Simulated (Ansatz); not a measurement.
# BH3O3 + HBr: a complex and its separated parts, part 1 of 2

Aim: how far the complex at one end of a reaction step lies below its separated, relaxed parts, level by level.

Program: Ansatz 0.2.0, Gaussian basis. Level of theory: PBE0-D4/def2-TZVP structures, single points in def2-TZVPP, no counterpoise correction. These are calculated values, not measurements.

Levels: SPW92, PBE-D4, BLYP-D4, r2SCAN-D4, B97M-V, PBE0-D4, B3LYP-D4, r2SCAN0-D4, BHLYP-D4, CAM-B3LYP-D4, wB97X-V, wB97M-V, B2PLYP, PBE-QIDH, RPA on PBE, Hartree-Fock, MP2, CCSD, CCSD(T).

Cores are frozen in the correlated methods. Filled d shells of the heavier atoms are correlated. B3LYP uses VWN-RPA correlation. B2PLYP carries no dispersion term here.

95 further runs of the same task are left out: 1 that didn't finish, 94 set aside as unsound or not needed. Runs told in other sessions of the task aren't counted.

## 1. Where the work starts

The complex: 9 atoms, charge 0, spin multiplicity 1.

Atoms are counted from 1 here; the program's logs count them from 0.

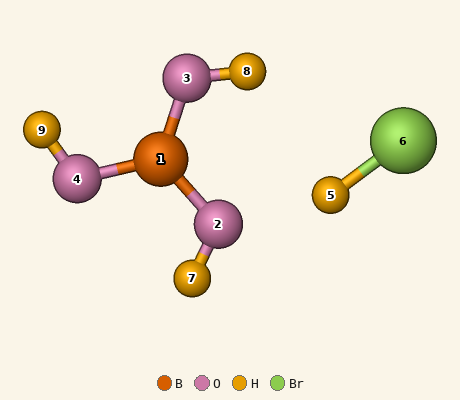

The starting geometry (boron orange, oxygen pink, hydrogen amber, bromine green); atoms are numbered from 1 in the order of the file.

Geometry (Å):

```
B    -0.23600   -0.45854   -0.51353
O    -0.47153    0.86841   -0.21759
O     0.60944   -1.19687    0.24889
O    -0.87331   -1.00230   -1.58737
H     0.41151    1.56308    1.24150
Br    1.28947    1.58367    2.38903
H    -1.08628    1.28360   -0.82727
H     1.00615   -0.71430    0.98253
H    -0.64945   -1.92675   -1.71609
```

Its parts: BH3O3 holds atoms 1, 2, 3, 4, 7, 8, 9; HBr holds atoms 5, 6. Each part counts its atoms afresh in its own runs.

## 2. Relaxing BH3O3 alone

relax-a/in.yaml

```yaml
crystal:
  periodic: [false, false, false]
  atoms:
    - {symbol: B, position_ang: [-0.236003, -0.458540, -0.513527]}
    - {symbol: O, position_ang: [-0.471533, 0.868412, -0.217589]}
    - {symbol: O, position_ang: [0.609438, -1.196867, 0.248890]}
    - {symbol: O, position_ang: [-0.873310, -1.002297, -1.587371]}
    - {symbol: H, position_ang: [-1.086281, 1.283597, -0.827267]}
    - {symbol: H, position_ang: [1.006154, -0.714300, 0.982530]}
    - {symbol: H, position_ang: [-0.649446, -1.926751, -1.716089]}
basis:
  gaussian: {orbitals: def2-TZVP}
hamiltonian: {xc: pbe0, dispersion: d4}
relax: {f_tol: 0.005, max_steps: 200}
```

Command:

```
ansatz run in.yaml --threads 8 --pin off --events-out ev --progress --plain --max-ram 19148MiB
```

Output, cut to the lines that bear on the results:

```text
Functional definition: PBE0
  name "PBE0"
  cite "Adamo & Barone, J. Chem. Phys. 110, 6158 (1999) doi:10.1063/1.478522"
  cite "Perdew, Burke & Ernzerhof, Phys. Rev. Lett. 77, 3865 (1996) doi:10.1103/PhysRevLett.77.3865"
  parent pbe
[...]
754 factors; their error is unknown
[...]
mean field -6866.27023169 eV, -252.3307768896 hartree, gradient 1.5e-5 eV, S^2 0.000000; 0 other end points of the search recorded, 0 dependent functions left out
[...]
reference -6866.27025676 eV, -252.3307778108 hartree; 16, 16 occupied and 126, 126 virtual orbitals, 754 factors
[...]
Total energy: -6866.35118169 eV, -252.3337517470 hartree
Atom 0 at    -0.242997    -0.449529    -0.518629 Å, force    -0.000063     0.000081     0.000009 eV/Å
Atom 1 at    -0.461034     0.862447    -0.206683 Å, force     0.000001    -0.000079    -0.000046 eV/Å
Atom 2 at     0.606412    -1.200705     0.243197 Å, force     0.000056    -0.000046     0.000028 eV/Å
Atom 3 at    -0.874375    -1.010339    -1.592404 Å, force     0.000003    -0.000025    -0.000039 eV/Å
Atom 4 at    -1.074889     1.282015    -0.813152 Å, force    -0.000075     0.000228     0.000004 eV/Å
Atom 5 at     0.986993    -0.696832     0.965643 Å, force     0.000127    -0.000000     0.000166 eV/Å
Atom 6 at    -0.641091    -1.933802    -1.708395 Å, force    -0.000048    -0.000158    -0.000122 eV/Å
Dipole moment:     0.000006    -0.000004    -0.000003 e Å
```

It took 3.9 s on 8 threads of Arm Neoverse V1, shared host.

Relaxation path:

```csv
step,energy from step 1 (eV),largest force component (eV/Å)
1,0.0000,0.9084
2,-0.0079,0.4736
3,-0.0106,0.1358
4,-0.0113,0.0123
5,-0.0113,0.0002
```

Distances of close pairs at the start and the end, largest changes first:

```csv
bond,before (Å),after (Å),change (Å)
B1–O2,1.380,1.366,-0.014
B1–O3,1.357,1.366,+0.009
B1–O4,1.362,1.366,+0.004
O3–H6,0.964,0.960,-0.004
O2–H5,0.960,0.960,-0.001
O4–H7,0.960,0.960,-0.000
```

## 3. Relaxing HBr alone

relax-b/in.yaml

```yaml
crystal:
  periodic: [false, false, false]
  atoms:
    - {symbol: H, position_ang: [0.411508, 1.563077, 1.241495]}
    - {symbol: Br, position_ang: [1.289473, 1.583668, 2.389028]}
basis:
  gaussian: {orbitals: def2-TZVP}
hamiltonian: {xc: pbe0, dispersion: d4}
relax: {f_tol: 0.005, max_steps: 200}
```

Command:

```
ansatz run in.yaml --threads 8 --pin off --events-out ev --progress --plain --max-ram 19148MiB
```

Output, cut to the lines that bear on the results:

```text
[... 5 set-up lines as earlier in the session ...]
[...]
457 factors; their error is unknown
[...]
mean field -70054.56528760 eV, -2574.4577896293 hartree, gradient 4.2e-5 eV, S^2 0.000000; 0 other end points of the search recorded, 0 dependent functions left out
[...]
reference -70054.57279939 eV, -2574.4580656826 hartree; 18, 18 occupied and 36, 36 virtual orbitals, 457 factors
Total energy: -70054.57831868 eV, -2574.4582685129 hartree
Atom 0 at     0.418965     1.563252     1.251241 Å, force    -0.001180    -0.000028    -0.001542 eV/Å
Atom 1 at     1.282016     1.583493     2.379282 Å, force     0.001180     0.000028     0.001542 eV/Å
Dipole moment:    -0.120502    -0.002826    -0.157500 e Å
```

Wall time 0.7 s (8 threads of Arm Neoverse V1, shared host).

Along the way:

```csv
step,energy from step 1 (eV),largest force component (eV/Å)
1,0.0000,0.4761
2,-0.0073,0.0758
3,-0.0075,0.0015
```

The bond:

```csv
bond,before (Å),after (Å),change (Å)
H1–Br2,1.445,1.420,-0.025
```

## 4. SPW92/def2-TZVPP

parta/in.yaml

```yaml
crystal:
  periodic: [false, false, false]
  atoms:
    - {symbol: B, position_ang: [-0.242997, -0.449529, -0.518629]}
    - {symbol: O, position_ang: [-0.461034, 0.862447, -0.206683]}
    - {symbol: O, position_ang: [0.606412, -1.200705, 0.243197]}
    - {symbol: O, position_ang: [-0.874375, -1.010339, -1.592404]}
    - {symbol: H, position_ang: [-1.074889, 1.282015, -0.813152]}
    - {symbol: H, position_ang: [0.986993, -0.696832, 0.965643]}
    - {symbol: H, position_ang: [-0.641091, -1.933802, -1.708395]}
basis:
  gaussian: {orbitals: def2-TZVPP}
hamiltonian: {xc: lda}
```

partb/in.yaml

```yaml
crystal:
  periodic: [false, false, false]
  atoms:
    - {symbol: H, position_ang: [0.418965, 1.563252, 1.251241]}
    - {symbol: Br, position_ang: [1.282016, 1.583493, 2.379282]}
basis:
  gaussian: {orbitals: def2-TZVPP}
hamiltonian: {xc: lda}
```

The same command starts each run, in its folder.

Command:

```
ansatz run in.yaml --threads 8 --pin off --events-out ev --progress --plain --max-ram 19148MiB
```

parta printed, cut to the lines that bear on the results:

```text
Functional definition: SPW92
  name "SPW92"
  cite "Dirac, Proc. Camb. Phil. Soc. 26, 376 (1930) doi:10.1017/S0305004100016108"
  cite "Slater, Phys. Rev. 81, 385 (1951) doi:10.1103/PhysRev.81.385"
  cite "Perdew & Wang, Phys. Rev. B 45, 13244 (1992) doi:10.1103/PhysRevB.45.13244"
[...]
799 factors; their error is unknown
[...]
mean field -6822.34930884 eV, -250.7167127453 hartree, gradient 3.0e-5 eV, S^2 0.000000; 0 other end points of the search recorded, 0 dependent functions left out
reference -6822.34934208 eV, -250.7167139669 hartree; 16, 16 occupied and 150, 150 virtual orbitals, 799 factors
Total energy: -6822.34934208 eV, -250.7167139669 hartree
```

Output in partb, cut to the lines that bear on the results:

```text
[... 5 set-up lines as earlier in the session ...]
[...]
435 factors; their error is unknown
[...]
mean field -69965.45700969 eV, -2571.1831208161 hartree, gradient 6.0e-6 eV, S^2 0.000000; 0 other end points of the search recorded, 0 dependent functions left out
reference -69965.45703074 eV, -2571.1831215896 hartree; 18, 18 occupied and 44, 44 virtual orbitals, 435 factors
Total energy: -69965.45703074 eV, -2571.1831215896 hartree
```

Wall times: 0.35 s (parta), 0.15 s (partb) on 8 threads of Arm Neoverse V1, shared host.

## 5. PBE-D4/def2-TZVPP

Each input of step 4 (parta, partb) changes in the same lines:

```diff
-hamiltonian: {xc: lda}
+hamiltonian: {xc: pbe, dispersion: d4}
```

One command serves all of them, each in its own folder.

Command:

```
ansatz run in.yaml --threads 8 --pin off --events-out ev --progress --plain --max-ram 19148MiB
```

Output in parta, cut to the lines that bear on the results:

```text
Functional definition: PBE
  name "PBE"
[... 2 set-up lines as earlier in the session ...]
[...]
799 factors; their error is unknown
[...]
mean field -6866.23675058 eV, -252.3295464813 hartree, gradient 7.2e-5 eV, S^2 0.000000; 0 other end points of the search recorded, 0 dependent functions left out
reference -6866.23678665 eV, -252.3295478070 hartree; 16, 16 occupied and 150, 150 virtual orbitals, 799 factors
Total energy: -6866.32161930 eV, -252.3326653493 hartree
```

partb printed, cut to the lines that bear on the results:

```text
[... 4 set-up lines as earlier in the session ...]
[...]
435 factors; their error is unknown
[...]
mean field -70052.13666208 eV, -2574.3685392879 hartree, gradient 1.8e-5 eV, S^2 0.000000; 0 other end points of the search recorded, 0 dependent functions left out
reference -70052.13668474 eV, -2574.3685401206 hartree; 18, 18 occupied and 44, 44 virtual orbitals, 435 factors
Total energy: -70052.14346978 eV, -2574.3687894660 hartree
```

They took 0.5 s (parta), 0.2 s (partb) on 8 threads of Arm Neoverse V1, shared host.

## 6. BLYP-D4/def2-TZVPP

Each input of step 5 (parta, partb) changes in the same lines:

```diff
-hamiltonian: {xc: pbe, dispersion: d4}
+hamiltonian: {xc: {name: BLYP}, dispersion: d4}
```

One command serves all of them, each in its own folder.

Command:

```
ansatz run in.yaml --threads 8 --pin off --events-out ev --progress --plain --max-ram 19148MiB
```

parta printed, cut to the lines that bear on the results:

```text
Functional definition: BLYP
  name "BLYP"
  cite "Becke, Phys. Rev. A 38, 3098 (1988) doi:10.1103/PhysRevA.38.3098"
  cite "Lee, Yang & Parr, Phys. Rev. B 37, 785 (1988) doi:10.1103/PhysRevB.37.785"
[...]
799 factors; their error is unknown
[...]
mean field -6872.59174736 eV, -252.5630883056 hartree, gradient 7.5e-5 eV, S^2 0.000000; 0 other end points of the search recorded, 0 dependent functions left out
reference -6872.59203521 eV, -252.5630988837 hartree; 16, 16 occupied and 150, 150 virtual orbitals, 799 factors
Total energy: -6872.78879412 eV, -252.5703296403 hartree
```

Log of partb, cut to the lines that bear on the results:

```text
[... 4 set-up lines as earlier in the session ...]
[...]
435 factors; their error is unknown
[...]
mean field -70063.39681767 eV, -2574.7823423731 hartree, gradient 8.8e-5 eV, S^2 0.000000; 0 other end points of the search recorded, 0 dependent functions left out
reference -70063.39702604 eV, -2574.7823500307 hartree; 18, 18 occupied and 44, 44 virtual orbitals, 435 factors
Total energy: -70063.41299789 eV, -2574.7829369854 hartree
```

They took 0.5 s (parta), 0.2 s (partb) on 8 threads of Arm Neoverse V1, shared host.

## 7. r2SCAN-D4/def2-TZVPP

Each input of step 6 (parta, partb) changes in the same lines:

```diff
-hamiltonian: {xc: {name: BLYP}, dispersion: d4}
+hamiltonian: {xc: r2scan, dispersion: d4}
```

One command serves all of them, each in its own folder.

Command:

```
ansatz run in.yaml --threads 8 --pin off --events-out ev --progress --plain --max-ram 19148MiB
```

Output in parta, cut to the lines that bear on the results:

```text
Functional definition: r2SCAN
  name "r2SCAN"
  cite "Furness, Kaplan, Ning, Perdew & Sun, J. Phys. Chem. Lett. 11, 8208 (2020) doi:10.1021/acs.jpclett.0c02405"
  cite "Furness, Kaplan, Ning, Perdew & Sun, J. Phys. Chem. Lett. 11, 9248 (2020) doi:10.1021/acs.jpclett.0c03077"
  parent r2scan
[...]
799 factors; their error is unknown
[...]
mean field -6870.46526854 eV, -252.4849416502 hartree, gradient 2.3e-5 eV, S^2 0.000000; 0 other end points of the search recorded, 0 dependent functions left out
reference -6870.46527905 eV, -252.4849420364 hartree; 16, 16 occupied and 150, 150 virtual orbitals, 799 factors
Total energy: -6870.48533283 eV, -252.4856789992 hartree
```

Log of partb, cut to the lines that bear on the results:

```text
[... 5 set-up lines as earlier in the session ...]
[...]
435 factors; their error is unknown
[...]
mean field -70062.28305474 eV, -2574.7414123406 hartree, gradient 2.3e-5 eV, S^2 0.000000; 0 other end points of the search recorded, 0 dependent functions left out
reference -70062.28306085 eV, -2574.7414125650 hartree; 18, 18 occupied and 44, 44 virtual orbitals, 435 factors
Total energy: -70062.28451993 eV, -2574.7414661855 hartree
```

Times: 1 s (parta), 0.5 s (partb) on 8 threads of Arm Neoverse V1, shared host.

## 8. B97M-V/def2-TZVPP

The same edit goes into each in.yaml of step 7 (parta, partb):

```diff
-hamiltonian: {xc: r2scan, dispersion: d4}
+hamiltonian: {xc: {name: B97M-V}}
```

Each run has its own folder and the same command.

Command:

```
ansatz run in.yaml --threads 8 --pin off --events-out ev --progress --plain --max-ram 19148MiB
```

Output in parta, cut to the lines that bear on the results:

```text
Functional definition: B97M-V
  name "B97M-V"
  cite "Mardirossian & Head-Gordon, J. Chem. Phys. 142, 074111 (2015) doi:10.1063/1.4907719"
  cite "Becke, J. Chem. Phys. 107, 8554 (1997) doi:10.1063/1.475007"
  cite "Vydrov & Van Voorhis, J. Chem. Phys. 133, 244103 (2010) doi:10.1063/1.3521275"
  # Of w^i u^j: cxij and so on, Table III.
[...]
  gx(w, u) = cx00 + cx01*u + cx02*u^2 + (cx10 + cx11*u)*w
[...]
  gos(w, u) = cos00 + cos01*u + cos03*u^3 + cos10*w + cos32*w^3*u^2
[...]
      + integral(e_c_pw_mod_opposite_spin*gos(b97_w_opposite, b97_u_opposite)) + vv10(b, c)
799 factors; their error is unknown
[...]
mean field -6872.27222792 eV, -252.5513461825 hartree, gradient 2.1e-5 eV, S^2 0.000000; 0 other end points of the search recorded, 0 dependent functions left out
reference -6872.27227997 eV, -252.5513480955 hartree; 16, 16 occupied and 150, 150 virtual orbitals, 799 factors
Total energy: -6872.27227997 eV, -252.5513480955 hartree
```

Output in partb, cut to the lines that bear on the results:

```text
[... 5 set-up lines as earlier in the session ...]
  # Of w^i u^j: cxij and so on, Table III.
[...]
  gx(w, u) = cx00 + cx01*u + cx02*u^2 + (cx10 + cx11*u)*w
[...]
  gos(w, u) = cos00 + cos01*u + cos03*u^3 + cos10*w + cos32*w^3*u^2
[...]
      + integral(e_c_pw_mod_opposite_spin*gos(b97_w_opposite, b97_u_opposite)) + vv10(b, c)
435 factors; their error is unknown
[...]
mean field -70050.13093771 eV, -2574.2948302767 hartree, gradient 1.6e-5 eV, S^2 0.000000; 0 other end points of the search recorded, 0 dependent functions left out
reference -70050.13096956 eV, -2574.2948314470 hartree; 18, 18 occupied and 44, 44 virtual orbitals, 435 factors
Total energy: -70050.13096956 eV, -2574.2948314470 hartree
```

They took 1.6 s (parta), 0.45 s (partb) on 8 threads of Arm Neoverse V1, shared host.

## 9. PBE0-D4/def2-TZVPP

Each input of step 8 (parta, partb) changes in the same lines:

```diff
-hamiltonian: {xc: {name: B97M-V}}
+hamiltonian: {xc: pbe0, dispersion: d4}
+output: {orbitals: {seedname: orbitals}}
```

The same command starts each run, in its folder.

Command:

```
ansatz run in.yaml --threads 8 --pin off --events-out ev --progress --plain --max-ram 19148MiB
```

parta printed, cut to the lines that bear on the results:

```text
[... 5 set-up lines as earlier in the session ...]
[...]
799 factors; their error is unknown
[...]
mean field -6866.39833027 eV, -252.3354844254 hartree, gradient 3.2e-5 eV, S^2 0.000000; 0 other end points of the search recorded, 0 dependent functions left out
reference -6866.39835585 eV, -252.3354853654 hartree; 16, 16 occupied and 150, 150 virtual orbitals, 799 factors
Total energy: -6866.46798449 eV, -252.3380441707 hartree
```

Output in partb, cut to the lines that bear on the results:

```text
[... 5 set-up lines as earlier in the session ...]
[...]
472 factors; their error is unknown
[...]
mean field -70054.59430889 eV, -2574.4588561422 hartree, gradient 7.1e-6 eV, S^2 0.000000; 0 other end points of the search recorded, 0 dependent functions left out
reference -70054.59432615 eV, -2574.4588567764 hartree; 18, 18 occupied and 44, 44 virtual orbitals, 472 factors
Total energy: -70054.59984544 eV, -2574.4590596068 hartree
```

Wall times: 0.65 s (parta), 0.2 s (partb) on 8 threads of Arm Neoverse V1, shared host.

## 10. B3LYP-D4/def2-TZVPP

Each input of step 9 (parta, partb) changes in the same lines:

```diff
-hamiltonian: {xc: pbe0, dispersion: d4}
-output: {orbitals: {seedname: orbitals}}
+hamiltonian: {xc: {name: B3LYP}, dispersion: d4}
```

One command serves all of them, each in its own folder.

Command:

```
ansatz run in.yaml --threads 8 --pin off --events-out ev --progress --plain --max-ram 19148MiB
```

Log of parta, cut to the lines that bear on the results:

```text
Functional definition: B3LYP
  name "B3LYP"
  cite "Stephens, Devlin, Chabalowski & Frisch, J. Phys. Chem. 98, 11623 (1994) doi:10.1021/j100096a001"
[... 2 set-up lines as earlier in the session ...]
  cite "Vosko, Wilk & Nusair, Can. J. Phys. 58, 1200 (1980) doi:10.1139/p80-159"
[...]
799 factors; their error is unknown
[...]
mean field -6874.07824347 eV, -252.6177160300 hartree, gradient 3.1e-5 eV, S^2 0.000000; 0 other end points of the search recorded, 0 dependent functions left out
reference -6874.07845229 eV, -252.6177237039 hartree; 16, 16 occupied and 150, 150 virtual orbitals, 799 factors
Total energy: -6874.21503442 eV, -252.6227430046 hartree
```

partb printed, cut to the lines that bear on the results:

```text
[... 6 set-up lines as earlier in the session ...]
[...]
472 factors; their error is unknown
[...]
mean field -70063.59659079 eV, -2574.7896839000 hartree, gradient 6.2e-6 eV, S^2 0.000000; 0 other end points of the search recorded, 0 dependent functions left out
reference -70063.59674798 eV, -2574.7896896765 hartree; 18, 18 occupied and 44, 44 virtual orbitals, 472 factors
Total energy: -70063.60788135 eV, -2574.7900988204 hartree
```

Wall times: 0.65 s (parta), 0.2 s (partb) on 8 threads of Arm Neoverse V1, shared host.

## 11. r2SCAN0-D4/def2-TZVPP

The same edit goes into each in.yaml of step 10 (parta, partb):

```diff
-hamiltonian: {xc: {name: B3LYP}, dispersion: d4}
+hamiltonian: {xc: {name: r2SCAN0}, dispersion: d4}
```

Each run has its own folder and the same command.

Command:

```
ansatz run in.yaml --threads 8 --pin off --events-out ev --progress --plain --max-ram 19148MiB
```

Log of parta, cut to the lines that bear on the results:

```text
Functional definition: r2SCAN0
  name "r2SCAN0"
  cite "Bursch, Neugebauer, Ehlert & Grimme, J. Chem. Phys. 156, 134105 (2022) doi:10.1063/5.0086040"
[... 3 set-up lines as earlier in the session ...]
[...]
799 factors; their error is unknown
[...]
mean field -6869.53904668 eV, -252.4509036246 hartree, gradient 2.7e-5 eV, S^2 0.000000; 0 other end points of the search recorded, 0 dependent functions left out
reference -6869.53905480 eV, -252.4509039232 hartree; 16, 16 occupied and 150, 150 virtual orbitals, 799 factors
Total energy: -6869.56199171 eV, -252.4517468389 hartree
```

partb printed, cut to the lines that bear on the results:

```text
[... 6 set-up lines as earlier in the session ...]
[...]
472 factors; their error is unknown
[...]
mean field -70062.25260414 eV, -2574.7402933016 hartree, gradient 7.4e-6 eV, S^2 0.000000; 0 other end points of the search recorded, 0 dependent functions left out
reference -70062.25260902 eV, -2574.7402934812 hartree; 18, 18 occupied and 44, 44 virtual orbitals, 472 factors
Total energy: -70062.25432387 eV, -2574.7403565005 hartree
```

Times: 1.2 s (parta), 0.5 s (partb) on 8 threads of Arm Neoverse V1, shared host.

## 12. BHLYP-D4/def2-TZVPP

Each input of step 11 (parta, partb) changes in the same lines:

```diff
-hamiltonian: {xc: {name: r2SCAN0}, dispersion: d4}
+hamiltonian: {xc: {name: BHLYP}, dispersion: d4}
```

One command serves all of them, each in its own folder.

Command:

```
ansatz run in.yaml --threads 8 --pin off --events-out ev --progress --plain --max-ram 19148MiB
```

Log of parta, cut to the lines that bear on the results:

```text
Functional definition: BHLYP
  name "BHLYP"
  cite "Becke, J. Chem. Phys. 98, 1372 (1993) doi:10.1063/1.464304"
[... 2 set-up lines as earlier in the session ...]
[...]
917 factors; their error is unknown
[...]
mean field -6870.67758768 eV, -252.4927442348 hartree, gradient 1.1e-5 eV, S^2 0.000000; 0 other end points of the search recorded, 0 dependent functions left out
reference -6870.67772383 eV, -252.4927492382 hartree; 16, 16 occupied and 150, 150 virtual orbitals, 917 factors
Total energy: -6870.76930181 eV, -252.4961146670 hartree
```

Log of partb, cut to the lines that bear on the results:

```text
[... 5 set-up lines as earlier in the session ...]
[...]
514 factors; their error is unknown
[...]
mean field -70062.48032905 eV, -2574.7486620379 hartree, gradient 8.3e-6 eV, S^2 0.000000; 0 other end points of the search recorded, 0 dependent functions left out
reference -70062.48043691 eV, -2574.7486660013 hartree; 18, 18 occupied and 44, 44 virtual orbitals, 514 factors
Total energy: -70062.48829639 eV, -2574.7489548320 hartree
```

Times: 0.65 s (parta), 0.2 s (partb) on 8 threads of Arm Neoverse V1, shared host.

(Continued in part 2 of 2.)
